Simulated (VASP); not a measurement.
Band structure of TiB2 (relaxed from the MoSi2 structure, space group I4/mmm). Level of theory: PBEsol GGA, VASP's PBE PAW potentials (set 64) (plane waves; VASP).

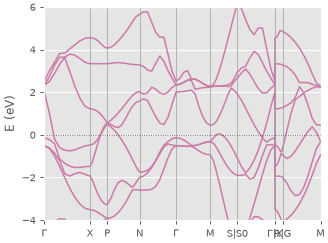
Fig. 1. Bands along high-symmetry lines, zero at the valence-band maximum or, without a gap, the Fermi level

### Question
Read the plot: is there a gap, and where are the band edges?

### Answer
It has no gap at this level: it comes out as a metal or semimetal. (Edges off the drawn lines would not show.)

The structure was generated: TiB2 was put into the MoSi2 type (I4/mmm), which need not be its known phase. It was relaxed first, which changed the volume by +7 %.
